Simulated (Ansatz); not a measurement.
Consider CH3BCu (charge +1).

The calculation's input:

```
crystal:
  periodic: [false, false, false]
  atoms:
    - {symbol: C, position_ang: [0.284979, 1.419138, -0.063342]}
    - {symbol: B, position_ang: [-0.052761, 2.741143, 0.305161]}
    - {symbol: Cu, position_ang: [1.279285, 2.343768, -1.578313]}
    - {symbol: H, position_ang: [-0.361928, 3.814222, 0.654741]}
    - {symbol: H, position_ang: [1.061520, 0.873277, 0.475747]}
    - {symbol: H, position_ang: [-0.442041, 0.780064, -0.567943]}
basis:
  gaussian:
    orbitals: def2-TZVPD
total_charge: 1
hamiltonian:
  xc: pbe0
output: {forces: true, orbitals: {seedname: orbitals}}
```

Launched as:

```sh
ansatz run input.yaml --threads 2 --pin off --max-ram 4350MiB --events-out events.jsonl --progress --plain --runs-dir runs
```

Geometry: B3LYP-D4/def2-TZVP.

All numbers below come from isolated molecule in a Gaussian basis; Kohn-Sham density functional theory, functional PBE0 in Ansatz.

Question: Predict the electron density and electron localisation function between the atoms.

Answer: C–B (1.41 Å): the density is about 1.8 e/Å³ at the midpoint; the ELF peaks at about 0.95 between the atoms (a covalent bond).
C–Cu (2.03 Å): ρ is about 0.59 e/Å³ halfway; the ELF peaks at about 0.75 in the valence shell of C, 0.7 Å from its nucleus, and is about 0.30 at the midpoint.
Cu–B (2.34 Å): the density is about 0.4 e/Å³ at the midpoint; the ELF peaks at about 0.80 in the valence shell of B, 0.8 Å from its nucleus, and is about 0.35 at the midpoint.
B–H (1.17 Å): the density is about 1.4 e/Å³ at the midpoint; the ELF climbs to about 1 towards the hydrogen, as it does in any bond to H (a covalent bond by its length).

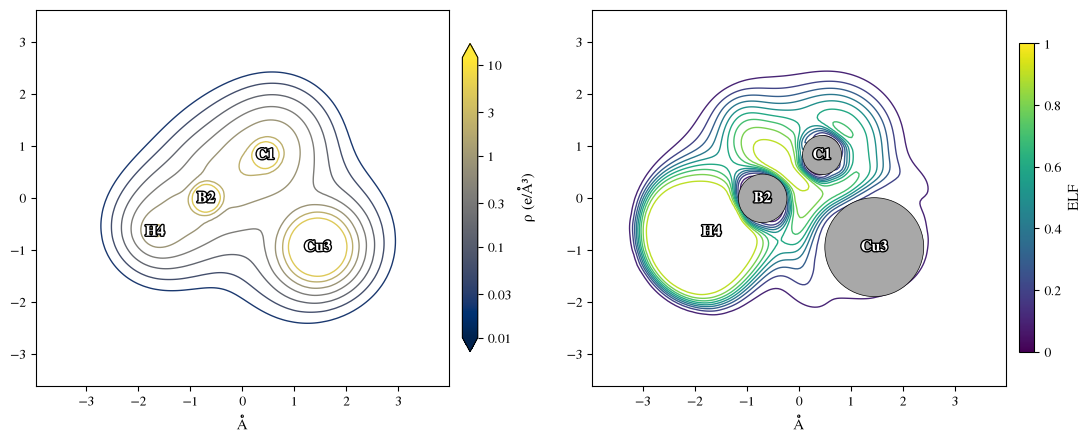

Computed electron density and electron localisation function on the plane of atoms B2, C1 and Cu3, in this order. Grey discs cover the atomic cores in the ELF map. 
